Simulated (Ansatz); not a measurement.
Input file:

```
crystal:
  lattice:
    - [0.0, 2.4412493123, 2.4412493123]
    - [2.4412493123, 0.0, 2.4412493123]
    - [2.4412493123, 2.4412493123, 0.0]
  atoms:
    - { symbol: Rh, position: [0.0, 0.0, 0.0] }
    - { symbol: C, position: [0.25, 0.25, 0.25] }
    - { symbol: C, position: [0.75, 0.75, 0.75] }
basis:
  ecutwfc: 420
  ecutrho_ratio: 4
kpoints:
  mp_grid: { grid: [12, 12, 12] }
  band_path:
    path:
      - [[0.0, 0.0, 0.0], [0.5, 0.0, 0.5], [0.625, 0.25, 0.625]]
      - [[0.375, 0.375, 0.75], [0.0, 0.0, 0.0], [0.5, 0.5, 0.5], [0.5, 0.25, 0.75], [0.5, 0.0, 0.5]]
    npoints: 14
hamiltonian:
  xc: pbesol
scf:
  occupations: { method: gaussian, width: 0.05 }
  n_extra_bands: 12
output:
  forces: true
  stress: true
  eigenvalues: true
  populations: true
  dos: { projected: true, de: 0.02, nscf_kmesh: { grid: [18, 18, 18] } }
  bader: false
  write_density: true
  write_potential: true
  elf: true
  volumetric_format: npy
```

Command:

```sh
ansatz run input.yaml --threads 4 --pin off --max-ram 4096MiB --backend cpu --events-out ev --progress --plain --runs-dir out
```

Below, planes, directions and counts refer to the conventional cell (a = 4.88 Å, b = 4.88 Å, c = 4.88 Å, α = 90.00°, β = 90.00°, γ = 90.00°).

Space group Fm-3m; started from the fluorite prototype, which need not be the ambient phase; computed without spin polarisation.

Level of theory: DFT PBEsol, scalar-relativistic, plane waves, PAW in Ansatz 0.2.0.

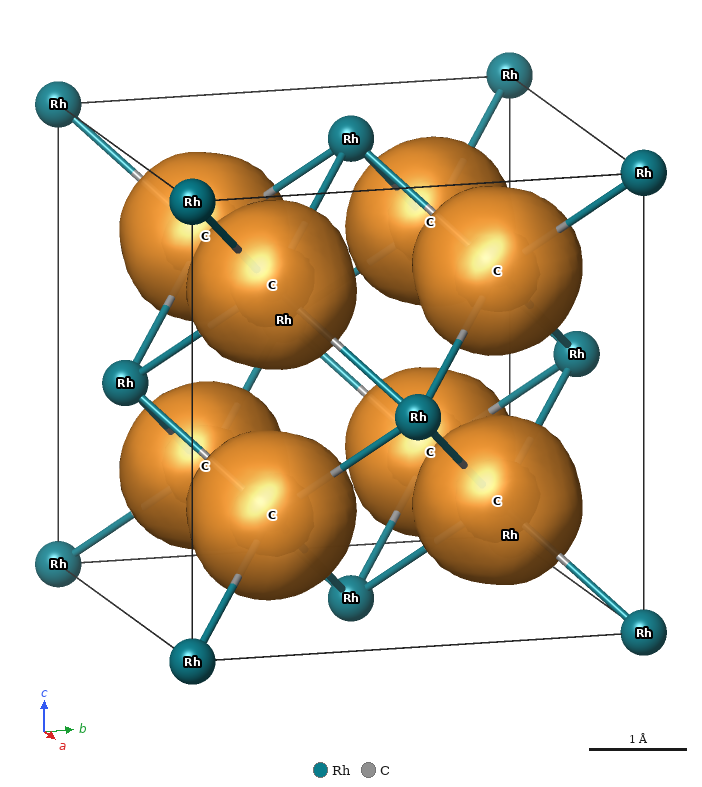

RhC$_{2}$. Isosurface of the electron localisation function at 0.6 (orange), seen slightly off an axis. Core shells and regions of very low density are left out. Sticks mark near contacts.

In a PAW calculation such maps are meaningful between the atoms, not at the nuclei.

Describe the localisation domains.

Answer. The surface consists of eight regions wrapped around C (the valence shell of each), counted in one cell of 12 atoms. Any copies at cell faces, edges or corners count once. Along the contacts the grid gives the following. Rh–C (2.11 Å): the ELF peaks at about 0.85 in the valence shell of C, 0.7 Å from its nucleus, and is about 0.30 at the midpoint.
